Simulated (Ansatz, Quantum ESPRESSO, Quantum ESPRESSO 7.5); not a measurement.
# 1T-HfO2, layer by layer

What does each added layer of 1T-HfO2 bring in screening, and what does it do to the gap?

Method: plane-wave DFT, PBEsol, GBRV ultrasoft pseudopotentials (geometry by Ansatz 0.2.0 with PAW datasets; geometry under PBE and PBE-D3(BJ)), in Quantum ESPRESSO 7.5.

### Step 1. Starting point

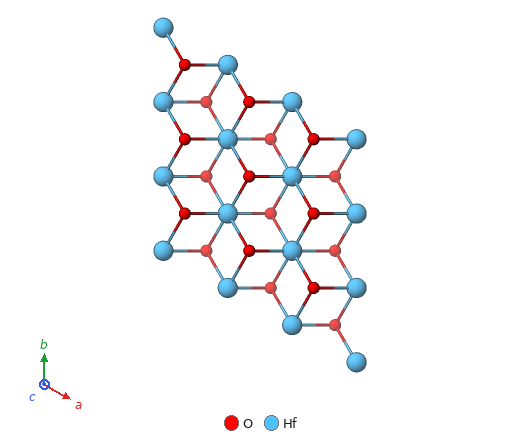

The starting structure, seen from above (oxygen red, hafnium blue). 3×3×1 cells are drawn. Some periodic images of atoms are drawn too.

The cell holds 3 atoms: 2 O and 1 Hf. Cell: a = 3.240 Å, b = 3.240 Å, c = 19.519 Å, α = 90.0°, β = 90.0°, γ = 120.0°. It derives from HfO2. Vacuum lies along c.

This sheet is a model structure: its symmetry is held, and its stability is not tested here.

### Step 2. Relaxation with Ansatz, 1 layer

A relaxation in Ansatz fixes the structure of this slab for the runs on it.

input.yaml reads:

```yaml
crystal:
  lattice:
    - [3.24, 0.0, 0.0]
    - [-1.62, 2.8059223083, 0.0]
    - [0.0, 0.0, 19.5185908759]
  atoms:
    - { symbol: O, position: [0.6666666667, 0.3333333333, 0.4354822566] }
    - { symbol: Hf, position: [0.0, 0.0, 0.5] }
    - { symbol: O, position: [0.3333333333, 0.6666666667, 0.5645177434] }
kpoints:
  mp_grid: { grid: [12, 12, 1] }
hamiltonian:
  xc: pbe
scf:
  occupations: { method: fermi_dirac, width: 0.05 }
  convergence: { dr2_threshold: 1.0e-08 }
efield:
  axis: 3
  dipole_correction: true
  ramp_position: 0.97
  ramp_width: 0.04
relax:
  f_tol: 0.01
  cell: { fix: [c, alpha, beta] }
output:
  write_potential: true
  write_density: true
  volumetric_format: npy
```

Run with:

```sh
$ ansatz run input.yaml --threads 4 --pin off --max-ram 8192MiB --backend cpu --events-out ev --progress --plain --runs-dir out
```

Numbers of over 12 decimals in the logs are rounded to 6 here.

The log of the run:

```text
Warning: relax.cell: scf.convergence.dr2_threshold = 1e-8 eV is looser than the 3e-10 eV advised for a relaxation that steers and ends on the stress (1e-10 eV for each atom of the cell: 3). What an SCF threshold leaves in a stress goes as its square root, and in the free energy as the threshold itself, and one threshold admits the most on a small cell: [figures from the program's tests cut] Set scf.convergence.dr2_threshold to 3e-10 eV or tighter. The threshold is an SCF's pass mark: one that does not reach it within its budget of iterations ends unconverged, or closes short of it on a stop that the run arms, and scf.convergence.dr2_threshold's page says what that costs each kind of run
Engine: ansatz 0.2.0, x86_64-unknown-linux-gnu
Pseudopotentials: kind: paw
Pseudopotential: O, paw, valence charge 6, recommended cutoff 420 eV (normal), O.paw.azcp
Pseudopotential: Hf, paw, valence charge 26, recommended cutoff 420 eV (normal), Hf.paw.azcp
Functional definition: PBE
  parameter kappa = 0.804
  parameter beta = 0.066725
  exchange = pbe_x(kappa = kappa, mu = beta*pi^2/3)
  correlation = pbe_c(beta = beta)
Crystal: 3 atoms, lattice volume = 177.447 Å³
Basis set: ecut = 420 eV, 3521 PW (Γ), exchange–correlation on 48×48×270 points (8 copies of the dense FFT grid, shifted against one another)
Bands: 23, of which v1, the nominal top of the filled ones, is band 19 counted from 1 (18 counted from 0)
Symmetry: 6 space group operations
k-points: 19 of 144 (time reversal used)
Non-local potential: O, projectors of the file, l = 0: 2, l = 1: 2, l = 2: 1
Non-local potential: Hf, projectors of the file, l = 0: 3, l = 1: 2, l = 2: 2, l = 3: 3
PAW form: soft (Blöchl's): semilocal exchange-correlation on the pseudo side does not see the compensation charge
PAW one-centre angular grid: O, 110 points (default); XC on 64 Gauss nodes
PAW one-centre angular grid: Hf, 590 points (default); XC on 64 Gauss nodes
Initial density: superposition of atomic densities (neutral atoms: chi_scale 0, normalization atom), corrected by the library's trained network
Initial wavefunctions: pseudopotential atomic-orbital guess
Functional: x = pbe(κ = 0.804, μ = 0.219515), c = pbe(β = 0.066725)
SCF iter   1: F=—  HF=-16859.761671 eV  |F-HF|=—  |Δ(HF+E_count)|=         —  Δρ=2.37e-3  dr2=1.32e-2  ethr=1.77e-3  p=0.000 e·Å  D=7.56e-6 V/Å  ΔV_dip=-0.00 eV  dr2_dipole=5.77e-8  V_vac-E_F(+/−)=7.03/7.03 eV  ⟨swp⟩=6.9  Hψ=2188  notcnv=0
efield: sawtooth ramp at fractional position 0.9700 (set: `efield.ramp_position`, or a place that a band, a saddle search or an elastic batch's reference lends), width 0.0400; the density the first Hamiltonian is built on has a dipole p = 0.000 e·Å; the dipole correction subtracts the counter field D = 7.56e-6 V/Å, which shifts the + side's vacuum level by -0.00 eV against the − side's; the planar-averaged density in the ramp window peaks in size at 3.8e-6 e/Å³
preconditioner: auto → none  [insulator: Δε(μ)=3.186 eV  Ē_g=17.059 eV  σ=0.050 eV  W_gap=1.00  n_scr=12 (ndim 8)  ℏωp=16.7 eV  f_vac=0.743  D(μ)=0.00/eV (n_scr^D=0)  ε∞_Penn≈2.0]
SCF iter   2: F=—  HF=-16859.764090 eV  |F-HF|=—  |Δ(HF+E_count)|=   2.42e-3  Δρ=2.93e-3  dr2=1.72e-2  ethr=3.47e-5  p=0.000 e·Å  D=1.79e-4 V/Å  ΔV_dip=-0.00 eV  dr2_dipole=8.04e-7  V_vac-E_F(+/−)=7.07/7.07 eV  ⟨swp⟩=2.4  Hψ=1010  notcnv=0
SCF iter   3: F=—  HF=-16859.761005 eV  |F-HF|=—  |Δ(HF+E_count)|=   3.08e-3  Δρ=6.07e-4  dr2=6.23e-4  ethr=3.47e-5  p=-0.000 e·Å  D=-1.33e-4 V/Å  ΔV_dip=0.00 eV  dr2_dipole=6.25e-7  V_vac-E_F(+/−)=7.10/7.10 eV  ⟨swp⟩=2.0  Hψ=781  notcnv=0
SCF iter   4: F=—  HF=-16859.761403 eV  |F-HF|=—  |Δ(HF+E_count)|=   3.98e-4  Δρ=1.94e-4  dr2=1.09e-4  ethr=1.64e-6  p=0.001 e·Å  D=6.34e-4 V/Å  ΔV_dip=-0.01 eV  dr2_dipole=1.24e-5  V_vac-E_F(+/−)=7.14/7.15 eV  ⟨swp⟩=3.1  Hψ=842  notcnv=0
SCF iter   5: F=—  HF=-16859.761516 eV  |F-HF|=—  |Δ(HF+E_count)|=   1.14e-4  Δρ=2.94e-4  dr2=3.12e-4  ethr=2.87e-7  p=-0.001 e·Å  D=-1.15e-3 V/Å  ΔV_dip=0.02 eV  dr2_dipole=4.05e-5  V_vac-E_F(+/−)=7.17/7.15 eV  ⟨swp⟩=2.7  Hψ=751  notcnv=0  recentre
SCF iter   6: F=—  HF=-16859.761480 eV  |F-HF|=—  |Δ(HF+E_count)|=   3.69e-5  Δρ=5.31e-5  dr2=7.22e-6  ethr=2.87e-7  p=0.000 e·Å  D=1.55e-4 V/Å  ΔV_dip=-0.00 eV  dr2_dipole=7.53e-7  V_vac-E_F(+/−)=7.16/7.16 eV  ⟨swp⟩=2.0  Hψ=543  notcnv=0
SCF iter   7: F=—  HF=-16859.761423 eV  |F-HF|=—  |Δ(HF+E_count)|=   5.70e-5  Δρ=1.05e-5  dr2=1.51e-7  ethr=1.90e-8  p=0.000 e·Å  D=1.40e-5 V/Å  ΔV_dip=-0.00 eV  dr2_dipole=3.49e-9  V_vac-E_F(+/−)=7.16/7.16 eV  ⟨swp⟩=2.5  Hψ=597  notcnv=0
SCF iter   8: F=—  HF=-16859.761423 eV  |F-HF|=—  |Δ(HF+E_count)|=   2.94e-7  Δρ=2.79e-6  dr2=1.31e-8  ethr=3.96e-10  p=-0.000 e·Å  D=-5.45e-6 V/Å  ΔV_dip=0.00 eV  dr2_dipole=1.60e-11  V_vac-E_F(+/−)=7.16/7.16 eV  ⟨swp⟩=3.0  Hψ=1053  notcnv=0
SCF iter   9: F=-16859.761423 eV  HF=-16859.761423 eV  |F-HF|=3.45e-9  |Δ(HF+E_count)|=   4.65e-9  Δρ=9.69e-7  dr2=7.45e-10  ethr=2.63e-11  p=-0.000 e·Å  D=-2.17e-7 V/Å  ΔV_dip=0.00 eV  dr2_dipole=3.88e-12  V_vac-E_F(+/−)=7.17/7.17 eV  ⟨swp⟩=9.5  Hψ=3159  notcnv=0
SCF 1 converged in 9 iterations: F = -16859.761423 eV  dr2 = 7.45e-10
  greatest PAW one-centre occupation: 0.999 electrons in one spin orbital (limit 2), on the Hf atom at site 1 (counted from 0), in its partial waves of l = 0
relax step   1: F+E_penalty+E_count = -16859.76142281 eV  Δ(F+E_penalty+E_count) = +0.000e0 eV  max|allowed force component| = 4.042e0 eV/Å  Δτ_max = 0.0000 Å  P = -5.440 GPa  Ω = 177.447 Å³  fix = [c, alpha, beta]  reactions: c -9.189 GPa  (9 SCF iters, accepted)
Crystal: 3 atoms, lattice volume = 176.853 Å³
Basis set: ecut = 420 eV, 3485 PW (Γ), exchange–correlation on 48×48×270 points (8 copies of the dense FFT grid, shifted against one another)
Initial density: handed on by an earlier stage of this run
Initial wavefunctions: those handed on with the density
iter 1 solved again at ethr=1.30e-3 eV; its pass at ethr=3.10e-3 eV (dr2=4.96e-1 eV) is discarded
SCF iter   1: F=—  HF=-16861.063851 eV  |F-HF|=—  |Δ(HF+E_count)|=         —  Δρ=1.59e-2  dr2=4.99e-1  ethr=1.30e-3  p=0.000 e·Å  D=4.68e-6 V/Å  ΔV_dip=-0.00 eV  dr2_dipole=2.39e-10  V_vac-E_F(+/−)=7.12/7.12 eV  ⟨swp⟩=1.3  Hψ=2711  notcnv=0
[...]
SCF iter   9: F=-16860.985157 eV  HF=-16860.985157 eV  |F-HF|=6.55e-10  |Δ(HF+E_count)|=   9.95e-8  Δρ=1.64e-6  dr2=2.64e-9  ethr=2.63e-11  p=-0.000 e·Å  D=-7.78e-7 V/Å  ΔV_dip=0.00 eV  dr2_dipole=5.47e-13  V_vac-E_F(+/−)=5.32/5.32 eV  ⟨swp⟩=8.8  Hψ=3759  notcnv=0
SCF 3 converged in 9 iterations: F = -16860.985157 eV  dr2 = 2.64e-9
relax step   3: F+E_penalty+E_count = -16860.98515653 eV  Δ(F+E_penalty+E_count) = -1.179e-1 eV  max|allowed force component| = 3.627e-1 eV/Å  Δτ_max = 0.1070 Å  P = +0.932 GPa  Ω = 176.817 Å³  energy of the carried Pulay correction = +6.119e-4 eV  fix = [c, alpha, beta]  reactions: c +0.632 GPa  (9 SCF iters, accepted)
[...]
relax step   4: F+E_penalty+E_count = -16860.99356023 eV  Δ(F+E_penalty+E_count) = -8.404e-3 eV  max|allowed force component| = 2.873e-2 eV/Å  Δτ_max = 0.0126 Å  P = -0.126 GPa  Ω = 179.108 Å³  energy of the carried Pulay correction = -1.603e-3 eV  fix = [c, alpha, beta]  reactions: c -0.061 GPa  (8 SCF iters, accepted)
[...]
relax step   5: F+E_penalty+E_count = -16860.99414321 eV  Δ(F+E_penalty+E_count) = -5.830e-4 eV  max|allowed force component| = 1.567e-3 eV/Å  Δτ_max = 0.0001 Å  P = -0.006 GPa  Ω = 178.709 Å³  energy of the carried Pulay correction = -1.220e-3 eV  fix = [c, alpha, beta]  reactions: c -0.012 GPa  (6 SCF iters, accepted)
Initial wavefunctions: pseudopotential atomic-orbital guess (no wavefunctions were taken with the density)
iter 1 solved again at ethr=4.97e-7 eV; its pass at ethr=3.10e-3 eV (dr2=1.89e-4 eV) is discarded
SCF iter   1: F=—  HF=-16860.995368 eV  |F-HF|=—  |Δ(HF+E_count)|=         —  Δρ=4.24e-5  dr2=3.22e-7  ethr=4.97e-7  p=-0.000 e·Å  D=-4.91e-6 V/Å  ΔV_dip=0.00 eV  dr2_dipole=1.38e-10  V_vac-E_F(+/−)=5.40/5.40 eV  ⟨swp⟩=4.1  Hψ=3503  notcnv=0
efield: sawtooth ramp at fractional position 0.9700 (set: `efield.ramp_position`, or a place that a band, a saddle search or an elastic batch's reference lends), width 0.0400; the density the first Hamiltonian is built on has a dipole p = -0.000 e·Å; the dipole correction subtracts the counter field D = -4.91e-6 V/Å, which shifts the + side's vacuum level by +0.00 eV against the − side's; the planar-averaged density in the ramp window peaks in size at 1.4e-7 e/Å³
eigensolver tolerance schedule: the retry pair's looser diagonalisation over-reported the residual by 585.13 of it (diagonalisation noise at 0.10 of the residual, at the tolerance the schedule requests for it); recorded, not acted on — ethr = c·dr2/N_el stays at c = 1.0e-1
preconditioner: auto → none  [insulator: Δε(μ)=4.833 eV  Ē_g=17.665 eV  σ=0.050 eV  W_gap=1.00  n_scr=12 (ndim 8)  ℏωp=16.7 eV  f_vac=0.763  D(μ)=0.00/eV (n_scr^D=0)  ε∞_Penn≈1.9]
SCF iter   2: F=—  HF=-16860.995451 eV  |F-HF|=—  |Δ(HF+E_count)|=   8.35e-5  Δρ=2.11e-5  dr2=1.64e-7  ethr=8.48e-10  p=0.000 e·Å  D=3.45e-6 V/Å  ΔV_dip=-0.00 eV  dr2_dipole=4.59e-10  V_vac-E_F(+/−)=5.40/5.40 eV  ⟨swp⟩=3.0  Hψ=1001  notcnv=0
SCF iter   3: F=—  HF=-16860.995511 eV  |F-HF|=—  |Δ(HF+E_count)|=   5.96e-5  Δρ=1.16e-5  dr2=7.79e-8  ethr=4.31e-10  p=-0.000 e·Å  D=-1.22e-5 V/Å  ΔV_dip=0.00 eV  dr2_dipole=1.59e-9  V_vac-E_F(+/−)=5.40/5.40 eV  ⟨swp⟩=2.9  Hψ=967  notcnv=0
SCF iter   4: F=—  HF=-16860.995541 eV  |F-HF|=—  |Δ(HF+E_count)|=   3.00e-5  Δρ=3.59e-6  dr2=2.57e-8  ethr=2.05e-10  p=0.000 e·Å  D=9.87e-6 V/Å  ΔV_dip=-0.00 eV  dr2_dipole=2.18e-9  V_vac-E_F(+/−)=5.40/5.40 eV  ⟨swp⟩=2.9  Hψ=759  notcnv=0
SCF iter   5: F=-16860.995544 eV  HF=-16860.995543 eV  |F-HF|=1.26e-6  |Δ(HF+E_count)|=   2.08e-6  Δρ=1.42e-6  dr2=1.74e-9  ethr=2.63e-11  p=-0.000 e·Å  D=-4.26e-6 V/Å  ΔV_dip=0.00 eV  dr2_dipole=7.99e-11  V_vac-E_F(+/−)=5.40/5.40 eV  ⟨swp⟩=10.9  Hψ=3585  notcnv=0
SCF 6 converged in 5 iterations: F = -16860.995544 eV  dr2 = 1.74e-9
relax step   6: F+E_penalty+E_count = -16860.99554442 eV  Δ(F+E_penalty+E_count) = -1.401e-3 eV  max|allowed force component| = 1.495e-3 eV/Å  Δτ_max = 0.0000 Å  P = +0.011 GPa  Ω = 178.709 Å³  fix = [c, alpha, beta]  reactions: c -0.002 GPa  stress off target by 1.76e-2 GPa on what of the cell is left free  SCF on the basis re-selected at this cell (its energy is not comparable with the rows above)  (5 SCF iters)
basis re-selected at this cell: Δ(F+E_penalty+E_count) = -1.401e-3 eV, ΔP = +0.018 GPa vs the last step (what re-selecting the basis moved, of the pressure what is left beyond the Pulay correction that the steps carried, after the strain that the cell walked since its last selection, with what the two solves' SCF thresholds leave and, on support functions, any second-order correction that the steps lacked; it is no m [...]
WARN: The output density's exchange-correlation potential varies sharply where the density is thin. Do not read a vacuum level from v_tot or v_xc, or from such a field of the output density. On a cell that repeats whose density bears no net charge and no dipole along the vacuum's axis use v_es (v_loc + v_h of the components); under efield.dipole_correction with no amplitude use v_es + v_field, which holds any externa [...]
SCF converged after 5 iterations
Free energy (F): -16860.995544 eV
Harris-Foulkes:  -16860.995543 eV  (|F-HF|=1.26e-6)
Internal energy: -16860.995544 eV  (E = F + TS)
E sigma→0 (E₀):  -16860.995544 eV
Fermi energy:    -1.219104 eV
Dipole field:    D = 0.000008 V/Å  (p = 0.000008 e·Å, saw-weighted, corrected)
Work function:   Φ+ = 5.4030 eV   Φ− = 5.4031 eV
Levels:          The Fermi level and band energies are counted from a zero that moves with the ramp; work functions are not
--- Per-component energies (eV) ---
  E_band       = -658.110746
  E_kinetic    = 769.714304
  E_local      = -41135.500342  (includes V_loc(G=0)·N_el)
  E_nonlocal   = -1147.118641
  E_hartree    = 19977.366930
  E_xc         = -446.950685
  E_vxc        = -453.558174  (∫ρ·V_xc dr)
  E_paw        = -7243.175524  (= ΣΔE_a)
  E_vpaw       = 1353.611863  (= ΣTr[D̂ρ^β])
  E_aug_tail   = 0.004928  (compensation charges beyond the density's cutoff)
  E_efield     = 0.000000  (sawtooth field / dipole correction)
  E_vefield    = -0.000063  (∫n·V_field dr)
  E_ewald      = 12364.663485
  E_smearing   = -0.000000  (= −TS)
  E_closure    = -0.000000  (closes the sum)
  Σ components = -16860.995544   (vs F -16860.995544, Δ=0.00e0)
--- Forces (eV/Å), atoms counted from 1 ---
  atom   1  O      0.00000000     0.00000000     0.00137550
  atom   2  Hf    -0.00000000     0.00000000     0.00011156
  atom   3  O      0.00000000    -0.00000000    -0.00149965
  max |Σ_I F_I| component: 1.26e-5 eV/Å
--- Stress (GPa, compression-positive) ---
        0.017633       0.000000      -0.000000
        0.000000       0.017633       0.000000
       -0.000000       0.000000      -0.001998
  P = ⅓ Tr σ = 0.0111 GPa (0.111 kbar)
--- Band table (eV; the first three rows and the last of 19) ---
  k-point 0: bands = [... 15 lower, -6.8618, -4.2446, -3.8698, -3.8698, 1.4720, 1.4720, 1.8175, 3.6464]
  k-point 1: bands = [... 15 lower, -6.7817, -4.2201, -4.0896, -3.9715, 1.4635, 1.6359, 2.0310, 3.7112]
  k-point 2: bands = [... 15 lower, -6.5807, -4.8244, -4.2134, -3.9009, 1.4062, 2.0534, 2.4630, 3.8561]
  k-point 18: bands = [... 15 lower, -6.5008, -4.7392, -4.7391, -4.3147, 1.3912, 2.7299, 2.7300, 6.3111]
--- Relaxed structure (5 steps of the walk, 5 accepted, 1 SCFs on fresh bases) ---
  F+E_penalty+E_count = -16860.99554442 eV   max|allowed force component| = 1.495e-3 eV/Å   (the final SCF, on the basis selected at the relaxed cell)
  cell:  # Å, volume = 178.7093 Å³
    - [3.251502, 4.2567735354268875e-19, 0]
    - [-1.625751, 2.815884, 0]
    - [0, 0, 19.5185908759]
  atoms:
    - { symbol: O, position: [0.666667, 0.333333, 0.450299] }
    - { symbol: Hf, position: [0, 0, 0.500000] }
    - { symbol: O, position: [0.333333, 0.666667, 0.549702] }
```

It took 18 s on 4 threads of Intel Xeon Platinum 8259CL at 2.50GHz (Skylake/Cascade Lake), shared host; peak memory 0.56 GiB; 56 s of CPU time.

Step by step:

```csv
step,energy less that of the first step (eV),largest force component (eV/Å),pressure (GPa),volume (Å³)
1,0.0000,4.0417,-5.44,177.45
2,-1.1059,1.4257,-1.73,176.85
3,-1.2237,0.3627,0.93,176.82
4,-1.2321,0.0287,-0.13,179.11
5,-1.2327,0.0016,-0.01,178.71
6*,-1.2341,0.0015,0.01,178.71
```

Relaxation steps marked * repeat the geometry before them on a plane-wave basis chosen anew for their cell, so energy and pressure can jump there.

Forces are held to the 6 operations that the run works with; a distortion that breaks them can't arise in this run.

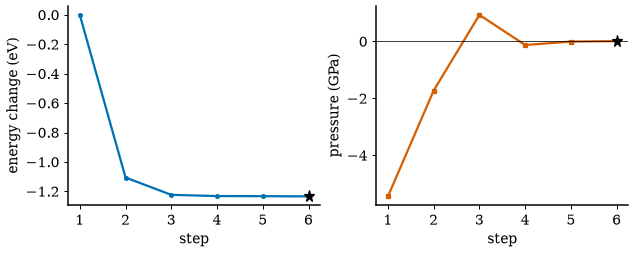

Energy and pressure along the relaxation. Stars mark steps on a basis chosen anew.

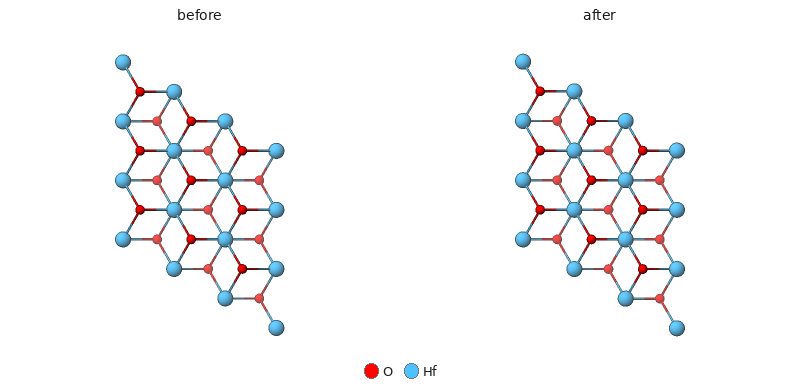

The structure before and after the relaxation, drawn at the same scale.

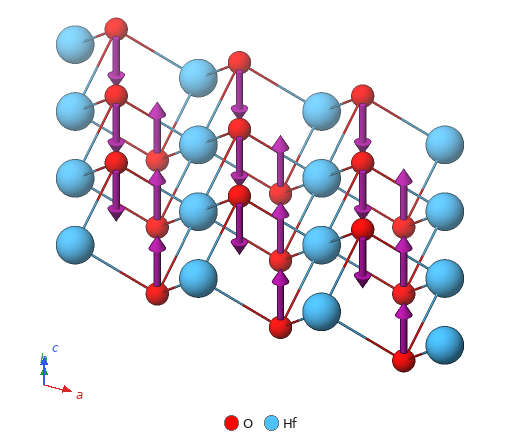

Displacements in the relaxation, exaggerated, measured against the changing cell; the longest in the cell stands for 0.29 Å. 3×3×1 cells are drawn. Some periodic images of atoms are drawn too.

```csv
cell as run,before,after,change
a (Å),3.240,3.252,+0.4 %
b (Å),3.240,3.252,+0.4 %
```

The atoms that moved most (Å, along periodic axes as changes of fractional coordinates times the final cell, across vacuum about the mean position):

```csv
atom,dx,dy,dz,length
O1,0.000,0.000,0.289,0.289
O3,0.000,0.000,-0.289,0.289
```

Final coordinates:

```xyz
3
Lattice="3.2515 0.0000 0.0000 -1.6258 2.8159 0.0000 0.0000 0.0000 19.5186" Properties=species:S:1:pos:R:3
O     1.6258    0.9386    8.7892
Hf    0.0000    0.0000    9.7593
O     0.0000    1.8773   10.7294
```

This step gave:

* free energy: -16860.9955 eV
* Fermi energy: -1.219 eV
* gap by band count: 4.833 eV
* symmetry operations: 6
* dipole along the normal: 8.36e-6 e·Å
* vacuum level at the upper face over a Fermi level inside the gap: 5.403 eV
* vacuum level at the lower face over a Fermi level inside the gap: 5.403 eV

(Part 1 of 7 ends here.)

[Logs are printed without paths, hosts, clocks, repeated set-up lines and the standing remarks that a program may print on its own settings, such as how far it seeks lower states.]

[Hosts, paths, dates, database ids (printed as entryN), source tags and the programs' standing remarks are cut or masked in the printed files.]

[Maps of the electrostatic potential energy from Ansatz leave out the sawtooth potential of an applied field or a dipole correction, so their vacuum need not be flat; planar profiles and work functions include it.]
